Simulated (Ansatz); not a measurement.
# BGeHF (sextet): inputs that go wrong

4 inputs are run for BGeHF (sextet) as typed; the log has to tell whether the result can be used and what must change.

Method: the settings change from run to run; program: Ansatz 0.2.0, Gaussian basis.

19 further runs of the same task are left out: 7 that didn't finish, 12 set aside as unsound or not needed. Runs told in other sessions of the task aren't counted.

## (1) The system

The geometry is a PBE0/def2-TZVP stationary point (not a proven minimum) of the parent state, kept for this charge and spin. No spin-orbit coupling is included. The filled d shell of Ge may be among the frozen orbitals whatever the setting's name suggests.

4 atoms, charge 0, spin multiplicity 6.

Atoms are counted from 1 here; the program's logs count them from 0.

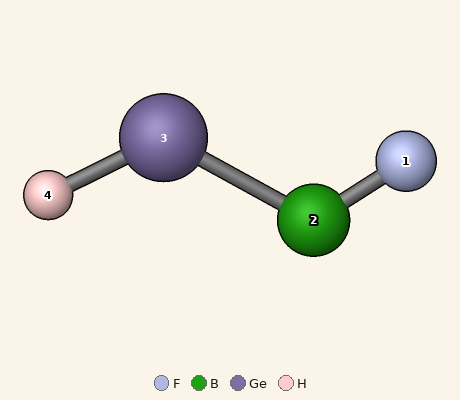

The geometry (fluorine light blue, boron green, germanium purple, hydrogen pink); atoms are numbered from 1 in the order of the file.

## (2) Try 1

in.yaml

```yaml
crystal:
  periodic: [false, false, false]
  atoms:
    - {symbol: F, position_ang: [0.000000, -0.189970, 2.185434]}
    - {symbol: B, position_ang: [0.000000, 0.665666, 1.189921]}
    - {symbol: Ge, position_ang: [0.000000, -0.060678, -0.721086]}
    - {symbol: H, position_ang: [0.000000, 0.813817, -1.988494]}
basis:
  gaussian: {orbitals: def2-SVP}
magnetization: {spin_polarized: false, initial_magnetization: 5}
hamiltonian: {xc: pbe0}
correlation: {method: sc_nevpt2, electrons: outside_noble_gas, active_space: {window: {electrons: 7, orbitals: 7}}}
accuracy: high
scf: {lower_state_search: light}
```

Launch:

```sh
$ ansatz run in.yaml --threads 1 --pin off --events-out ev --progress --plain --max-ram 2393MiB
```

Output:

```text
Error: invalid value for `correlation.active_space`: it starts from restricted Hartree–Fock orbitals; set hamiltonian.xc: hf without magnetization.spin_polarized
```

Wall time 0.03 s (1 thread of Intel Xeon Platinum 8259CL at 2.50GHz, shared host).

What is wrong: The run was refused. An active space is asked on a functional's orbitals. To mend it, start from Hartree-Fock.

## (3) Try 2

in.yaml

```yaml
crystal:
  periodic: [false, false, false]
  atoms:
    - {symbol: F, position_ang: [0.000000, -0.189970, 2.185434]}
    - {symbol: B, position_ang: [0.000000, 0.665666, 1.189921]}
    - {symbol: Ge, position_ang: [0.000000, -0.060678, -0.721086]}
    - {symbol: H, position_ang: [0.000000, 0.813817, -1.988494]}
basis:
  gaussian: {orbitals: cc-pVDZ}
magnetization: {spin_polarized: false, initial_magnetization: 5}
hamiltonian: {xc: pbe0}
correlation: {active_space: {window: {electrons: 7, orbitals: 7}}}
accuracy: high
```

Launched as before.

Output:

```text
Error: invalid value for `correlation.active_space`: it starts from restricted Hartree–Fock orbitals; set hamiltonian.xc: hf without magnetization.spin_polarized
```

It took 0.03 s on 1 thread of Intel Xeon Platinum 8259CL at 2.50GHz, shared host.

What is wrong: The run was refused. An active space is asked on a functional's orbitals. To mend it, start from Hartree-Fock.

## (4) Try 3

in.yaml

```yaml
crystal:
  periodic: [false, false, false]
  atoms:
    - {symbol: F, position_ang: [0.000000, -0.189970, 2.185434]}
    - {symbol: B, position_ang: [0.000000, 0.665666, 1.189921]}
    - {symbol: Ge, position_ang: [0.000000, -0.060678, -0.721086]}
    - {symbol: H, position_ang: [0.000000, 0.813817, -1.988494]}
basis:
  gaussian: {orbitals: cc-pVDZ}
magnetization: {spin_polarized: false, initial_magnetization: 5}
correlation: {method: mrci, electrons: outside_noble_gas}
```

The command is unchanged.

Output:

```text
Error: YAML parse error: error: line 11 column 23: unknown variant `mrci`, expected one of mp2, rpa, ccsd, ccsd_t, bccd, bccd_t, ccsdt, ccsdt_q, ccsdt_q_b, ccsdtq, fci, sc_nevpt2, fic_nevpt4_sd, fic_mrcisd_q, fic_mrcisd_q_relaxed
  --> <input>:11:23
   |
 9 |   gaussian: {orbitals: cc-pVDZ}
10 | magnetization: {spin_polarized: false, initial_magnetization: 5}
11 | correlation: {method: mrci, electrons: outside_noble_gas}
   |                       ^ unknown variant `mrci`, expected one of mp2, rpa, ccsd, ccsd_t, bccd, bccd_t, ccsdt, ccsdt_q, ccsdt_q_b, ccsdtq, fci, sc_nevpt2, fic_nevpt4_sd, fic_mrcisd_q, fic_mrcisd_q_relaxed
```

It took 0.03 s on 1 thread of Intel Xeon Platinum 8259CL at 2.50GHz, shared host.

Diagnosis: The run was refused. The method's name isn't one that the program knows. Fix: name one from the list in the message.

## (5) Try 4

in.yaml

```yaml
crystal:
  periodic: [false, false, false]
  atoms:
    - {symbol: F, position_ang: [0.000000, -0.189970, 2.185434]}
    - {symbol: B, position_ang: [0.000000, 0.665666, 1.189921]}
    - {symbol: Ge, position_ang: [0.000000, -0.060678, -0.721086]}
    - {symbol: H, position_ang: [0.000000, 0.813817, -1.988494]}
basis:
  gaussian: {orbitals: cc-pVDZ}
magnetization: {spin_polarized: false, initial_magnetization: 5}
correlation: {method: fic_mrcisd_q, electrons: outside_noble_gas, active_space: {window: {electrons: 7, orbitals: 7}, states: [{multiplicity: 7, weights: [1, 1, 1, 1, 1, 1, 1, 1, 1, 1, 1, 1, 1, 1, 1, 1, 1, 1, 1, 1, 1, 1, 1, 1, 1, 1, 1, 1, 1, 1]}]}}
```

The command is unchanged.

Output:

```text
Functional definition: HF
  name "HF"
  cite "Fock, Z. Phys. 61, 126 (1930) doi:10.1007/BF01340294"
  parent pbe
  exchange = exact_x
  correlation = 0
1132 factors; integrals over basis functions are off by at most 1.4e-7 eV
mean field evaluation 1: about -59855.2159 eV, gradient 2.0e1 eV
mean field evaluation 2: about -59855.3111 eV, gradient 2.0e1 eV
mean field evaluation 4: about -59857.9609 eV, gradient 4.0e0 eV
mean field evaluation 8: about -59858.1266 eV, gradient 8.9e-1 eV
mean field evaluation 16: about -59858.1785 eV, gradient 4.2e-6 eV
mean field evaluation 32: about -59858.1715 eV, gradient 6.1e-1 eV
mean field -59858.17847391 eV, -2199.7474855856 hartree, gradient 4.2e-6 eV, S^2 8.750000; 2 other end points of the search recorded, 0 dependent functions left out
reference -59858.17847391 eV, -2199.7474855856 hartree; 26, 21 occupied and 34, 39 virtual orbitals, 1132 factors
Error: 7 electrons in 7 orbitals have no state of multiplicity 7
```

Run time: 3.2 s. Hardware: 1 thread of Intel Xeon Platinum 8259CL at 2.50GHz, shared host.

What is wrong: The run stopped with an error. The list of states asked for (weights, spin or count) can't be met. Fix: mend what the message names.

## (6) Summary

```
try                  level                ended                                                               cause    time
  1   NEVPT2(7,7)/def2-SVP              refused                 an active space is asked on a functional's orbitals  0.03 s
  2    CASSCF(7,7)/cc-pVDZ              refused                 an active space is asked on a functional's orbitals  0.03 s
  3         'mrci'/cc-pVDZ              refused                  the method's name isn't one that the program knows  0.03 s
  4  MRCISD+Q(7,7)/cc-pVDZ  stopped by an error  the list of states asked for (weights, spin or count) can't be met   3.2 s
```

3 refused, 1 stopped by an error.
